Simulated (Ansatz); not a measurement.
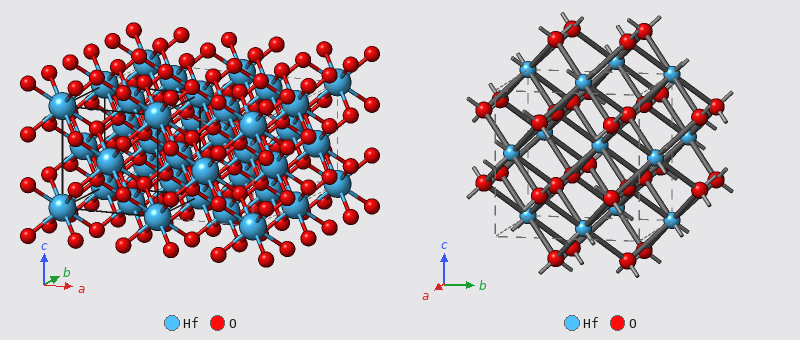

Left: the structure. Right: its underlying net. Nodes are coloured by element. Edges to nodes outside the piece are drawn as stubs.

The compound is HfO₂ (space group Fm-3m, No. 225), taken as a calculation's input that goes back to an entry of the Crystallography Open Database (an earlier step may have relaxed or displaced it).

Bonds are taken as Hf–O below 2.5 Å; no other contact counts. Simplification: prune 0- and 1-connected atoms, fold 2-connected ones into links.

The result is a binodal (4,8)-connected, three-periodic net: O is a 4-connected node; Hf is an 8-connected node, in the ratio 2:1. It is the flu net, known from fluorite. It is a single net, without interpenetration.

| node | links | point symbol | coordination sequence |
| --- | --- | --- | --- |
| O | 4 | 4⁶ | 4 22 24 82 64 |
| Hf | 8 | 4¹²·6¹²·8⁴ | 8 12 48 42 128 |
